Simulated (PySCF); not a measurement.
C₄H₉FOSi: NMR shielding calculation

System: C₄H₉FOSi.
Method: GIAO B3LYP/pcSseg-1 NMR shielding, non-relativistic, gas phase (PySCF 2.14.0).

The geometry comes from this level: PBE0-D3(BJ)/def2-SVP. It belongs to a series of runs on one base structure; here: constitutional isomer. Figures and captions count atoms from 1; the log counts them from 0 in places.

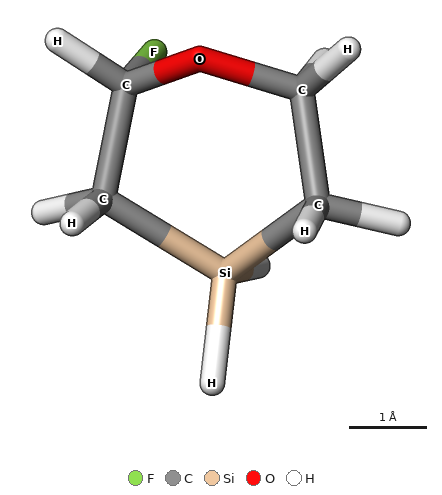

**Figure 1.** The structure as given in the input (stick view, seen at a tilt).

Input
```
{"job": {"kind": "nmr", "xc": "B3LYP", "basis": "pcSseg-1", "pop": false}, "charge": 0, "multiplicity": 1}
F     -0.969378     0.888443    -1.886441
C     -1.063467     1.311939    -0.573370
C     -1.662329     0.175500     0.242436
Si    -0.446495    -1.268590     0.351304
C      1.187015    -0.363886     0.628475
C      1.262881     0.862330    -0.278319
O      0.165136     1.750052    -0.133617
H     -1.711794     2.204050    -0.568948
H     -2.635789    -0.109181    -0.185173
H     -1.844269     0.547029     1.264167
H     -0.792105    -2.178599     1.485899
H     -0.413428    -2.066313    -0.911495
H      1.234263    -0.046300     1.684134
H      2.056426    -1.016226     0.446518
H      2.146670     1.472209    -0.040181
H      1.349756     0.557456    -1.335523
```

The first line tells a small driver script what to run in PySCF; the rest is the geometry in Å.

Launched with:
```bash
OMP_NUM_THREADS=1 python <driver script> task.json out
```

The program's output
```
coarse grid: 13720 points
cycle   1  E = -622.2043809443  dE =  7.689e-01  |g| = 8.104e-01  |ddm| = 3.497e+00
cycle   2  E = -622.0974717717  dE =  1.069e-01  |g| = 1.143e+00  |ddm| = 1.370e+00
cycle   3  E = -622.3209373164  dE = -2.235e-01  |g| = 9.523e-02  |ddm| = 8.741e-01
cycle   4  E = -622.3222958132  dE = -1.358e-03  |g| = 4.415e-02  |ddm| = 9.347e-02
cycle   5  E = -622.3227023329  dE = -4.065e-04  |g| = 9.189e-03  |ddm| = 3.840e-02
cycle   6  E = -622.3227150597  dE = -1.273e-05  |g| = 3.885e-03  |ddm| = 8.861e-03
cycle   7  E = -622.3227176198  dE = -2.560e-06  |g| = 6.187e-04  |ddm| = 2.865e-03
final grid: 127920 points
cycle   8  E = -622.3880063193  dE = -3.571e-05  |g| = 7.083e-03  |ddm| = 2.481e-02
cycle   9  E = -622.3879947469  dE =  1.157e-05  |g| = 1.057e-02  |ddm| = 1.238e-02
cycle  10  E = -622.3880166296  dE = -2.188e-05  |g| = 5.944e-04  |ddm| = 7.293e-03
cycle  11  E = -622.3880166836  dE = -5.405e-08  |g| = 2.265e-04  |ddm| = 7.024e-04
cycle  12  E = -622.3880166937  dE = -1.011e-08  |g| = 4.560e-05  |ddm| = 2.384e-04
cycle  13  E = -622.3880166941  dE = -4.034e-10  |g| = 1.598e-05  |ddm| = 5.148e-05
```

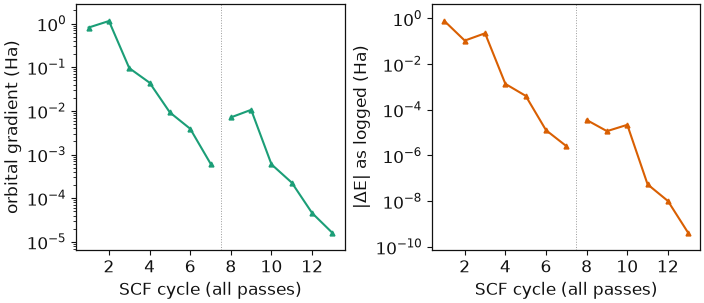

**Figure 2.** Convergence of the self-consistent field: orbital gradient and size of the energy change against the SCF cycle. The dotted line marks the change from a coarse to the final integration grid. The first 7 cycles use a coarse grid, the final grid takes over at cycle 8, and the field converges after 13 cycles in all.

```
converged SCF energy = -622.3880166941

GIAO shielding tensors (ppm)
atom      isotropic    diamagn.    paramagn.     s11        s22        s33       span
  0 F      322.088     477.754    -155.666    248.858    354.182    363.223    114.365
  1 C       68.232     240.730    -172.498     43.791     66.849     94.056     50.265
  2 C      162.650     253.643     -90.994    138.368    166.189    183.392     45.024
  3 Si     388.239     879.685    -491.446    360.398    391.065    413.254     52.857
  4 C      169.533     252.464     -82.931    149.562    178.438    180.599     31.037
  5 C      118.962     243.878    -124.916     85.795    112.337    158.754     72.959
  6 O      235.977     397.939    -161.963    175.912    228.590    303.428    127.516
  7 H       25.496      27.792      -2.296     23.008     23.456     30.024      7.016
  8 H       30.346      29.602       0.744     26.839     27.900     36.298      9.459
  9 H       30.488      30.951      -0.462     27.547     27.795     36.123      8.576
 10 H       27.370      28.663      -1.293     24.396     24.769     32.943      8.547
 11 H       27.103      29.018      -1.915     24.407     25.117     31.786      7.379
 12 H       30.298      30.778      -0.480     26.833     28.065     35.996      9.163
 13 H       30.862      29.960       0.902     27.078     27.662     37.846     10.768
 14 H       27.456      28.619      -1.163     21.974     27.187     33.208     11.235
 15 H       27.160      30.307      -3.147     22.976     27.097     31.408      8.431
```

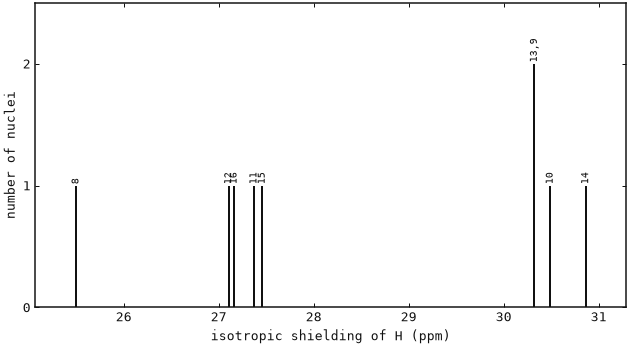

**Figure 3.** Isotropic shieldings of the hydrogen nuclei in this fixed geometry, labelled by atom number; shielding grows to the right, so chemical shift grows to the left. The least shielded is H8 (25.5 ppm), the most shielded H14 (30.9 ppm).

Key numbers

| quantity | value |
| --- | --- |
| outcome | converged |
| total energy | −622.388017 hartree |
| HOMO | −7.63 eV |
| LUMO | 0.69 eV |
| dipole moment | 1.44 D |
| isotropic shielding, F | 322.1 ppm |
| isotropic shielding, C | 68.2 to 169.5 ppm |
| isotropic shielding, Si | 388.2 ppm |
| isotropic shielding, O | 236.0 ppm |
| isotropic shielding, H | 25.5 to 30.9 ppm |
| hardware | 1 CPU thread, shared host |
| wall time | 38 s |
| peak memory | 0.81 GiB |
